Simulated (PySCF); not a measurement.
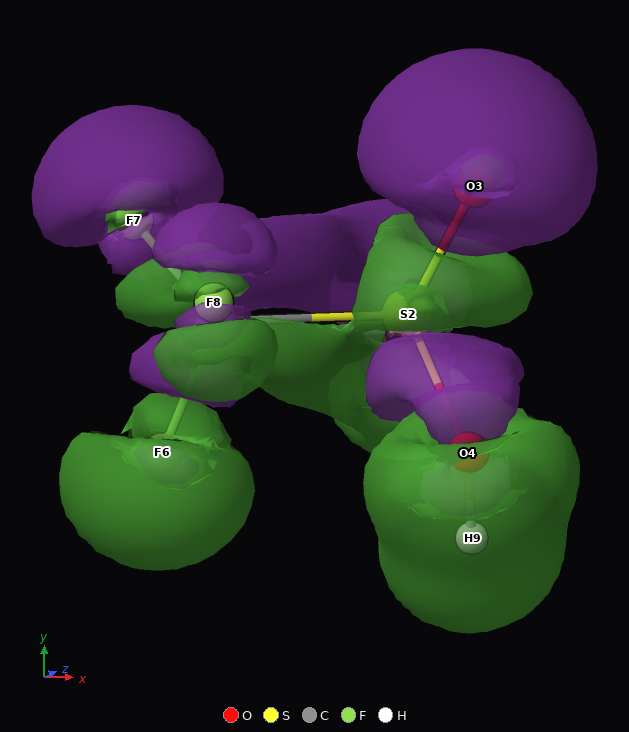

Figure. CHF3O3S, SMILES `O=S(=O)(O)C(F)(F)F`. Change of the electron density in a uniform field of 0.21 V/Å, surfaces at ±0.001 e/Å³ (purple: gain, green: loss).

Computed with PySCF, TPSSh/def2-SVP, geometry: GFN2-xTB. No frequency check shows the geometry to be a minimum. A basis without diffuse functions makes polarisabilities too small. GFN2-xTB bond lengths at metals and heavier atoms can be off by up to 0.1 Å and shapes distorted, which carries into these values.

Geometry (Å), atoms numbered from 1:

```
O1       1.2762    0.0323   -1.3949
S2       0.8647    0.1488   -0.0414
O3       1.2429    1.2504    0.7553
O4       1.1910   -1.2018    0.7167
C5      -0.9977    0.0108   -0.0045
F6      -1.3276   -1.1487   -0.5666
F7      -1.5647    0.9954   -0.6802
F8      -1.4366    0.0219    1.2422
H9       1.4303   -1.9098    0.1124
```

The field was applied in both directions; the picture shows the one opposite to the script's first.

Q: Along which Cartesian direction does the field point?

A: Along −y: electrons gather on the +y side, against the field.

Q: What dipole is induced, and what polarisability does it imply?

A: The induced dipole is 0.36 D (along the field); α along this axis, from the fields in both directions, is 36 bohr³ (5.3 Å³).

The PySCF run took 36 s on 1 thread of Intel(R) Xeon(R) 6975P-C (Granite Rapids), on a shared host, peak memory 0.66 GiB.
